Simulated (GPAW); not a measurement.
# Polarising N/W(110) with a field along the normal

The dipole of the cell at several fields, atoms fixed. What does the strongest field give, and what length does the slope stand for?

How it was computed: GPAW 26.7.0, plane waves (500 eV), PAW setups, PBE, 12×12 mesh, a dipole layer in the vacuum; geometry relaxed without an applied field with GPAW. The cell's area is 7.06 Å², and e/ε0 = 180.95 V Å.

The runs, one held back:

```
field (V/Å)  dipole (e Å)
       −0.2       −0.1469
       −0.1       −0.1056
      −0.05       −0.0850
       0.05       −0.0436
        0.1       −0.0229
        0.2        0.0186
        0.3             ?
```

**Question.** What is the dipole at 0.3 V/Å?

**Working.** A line through the 6 points has the slope α = 0.414 e Å per V/Å and the intercept p₀ = −0.0642 e Å (r.m.s. residual 6.4e−05). At 0.3 V/Å it gives p = −0.0642 + 0.414 × 0.3 = 0.0599 e Å; the run gives 0.0602 e Å, so the response stays linear to 0.2 % of the induced part. Dividing by ε0 and the area: α/(ε0 A) = 0.414 × 180.95 / 7.06 = 10.60 Å, against 7.89 Å between the outer nuclei.

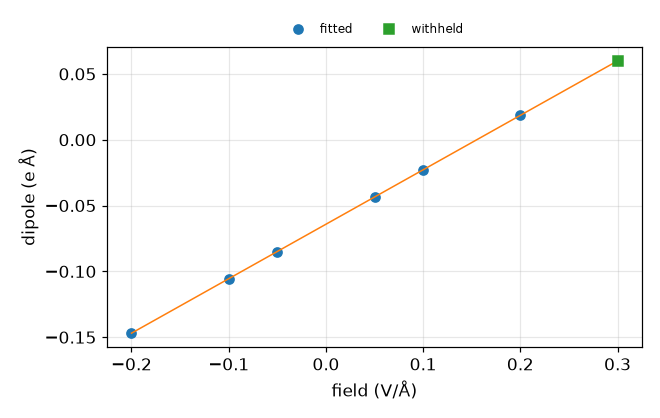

The line and the withheld run.

Caveats: This is the electronic response alone; ions that move would add to it in polar layers. No run was spin-polarised, so magnetic states weren't tested. Spin-orbit coupling is left out, which matters for the heavier atoms here.

[Logs are printed without paths, hosts, clocks, repeated set-up lines and the standing remarks that a program may print on its own settings, such as how far it seeks lower states.]
